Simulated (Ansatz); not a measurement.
**SiO2 (silicon dioxide molecule): where methods fail along a bond**

The species is SiO2 (3 atoms), meant as a singlet with charge 0. As SMILES, `O=[Si]=O`. The shape is that of a PBE0-D4/def2-TZVP optimisation.

```tsv
atom	x (Å)	y (Å)	z (Å)
O	0.6977	1.2296	0.5188
Si	0.0000	0.0000	0.0000
O	-0.6977	-1.2296	-0.5188
```

The O1–Si2 distance is scanned; the parts on either side stay rigid. Basis STO-3G, 7 core orbitals frozen in the correlated methods; program Ansatz 0.2.0. FCI is exact within this basis and core. Energies in eV from each method's value at 1.506 Å; methods without a U are spin-restricted. The shape above is that at 1.506 Å.

| distance (Å) | HF | BLYP | r2SCAN | PBE0 | B3LYP | HSE06 | CCSDT(Q) | FCI |
| --- | --- | --- | --- | --- | --- | --- | --- | --- |
| 1.491 | 0.07 | 0.17 | 0.14 | 0.13 | 0.14 | 0.13 | 0.16 | 0.15 |
| 1.506 | 0.00 | 0.00 | 0.00 | 0.00 | 0.00 | 0.00 | 0.00 | 0.00 |
| 1.864 | 0.74 | 0.89 | 1.16 | 1.20 | 1.09 | 1.20 | 0.84 | 0.89 |
| 1.882 | 0.80 | 0.92 | 1.22 | 1.27 | 1.14 | 1.26 | 0.88 | 0.92 |
| 2.237 | 1.41 | 3.11 | 3.50 | 3.31 | 3.14 | 3.32 | 2.61 | 2.55 |
| 2.259 | 1.46 | 3.15 | 3.56 | 3.37 | 3.19 | 3.38 | 2.61 | 2.55 |
| 2.982 | 1.94 | 5.27 | 5.49 | 4.92 | 4.77 | 4.94 | 3.02 | 2.96 |
| 3.012 | 1.98 | 5.25 | 5.49 | 4.92 | 4.76 | 4.94 | 2.98 | 2.92 |
| 3.728 | 2.03 | 5.71 | 5.89 | 5.23 | 5.10 | 5.26 | 3.04 | 2.98 |
| 3.765 | 2.06 | 5.67 | 5.86 | 5.20 | 5.07 | 5.23 | 3.00 | 2.94 |

Departure from the FCI curve at its largest: HF -1.14 eV at 2.24 Å; BLYP +2.74 eV at 3.73 Å; r2SCAN +2.92 eV at 3.77 Å; PBE0 +2.27 eV at 3.77 Å; B3LYP +2.13 eV at 3.77 Å; HSE06 +2.29 eV at 3.77 Å; CCSDT(Q) +0.06 eV at 3.01 Å. Functionals converge differently with the basis, so for them the departure isn't an error alone.

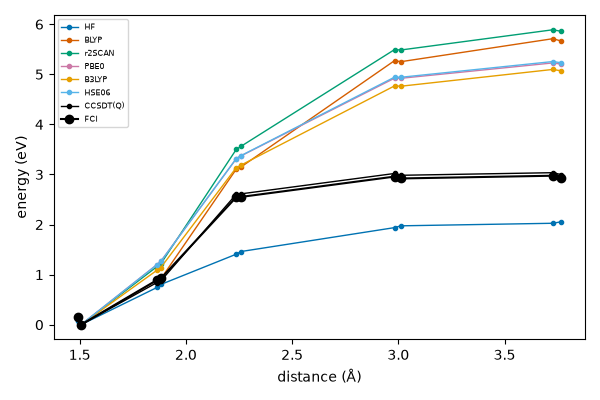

The curves of the table.
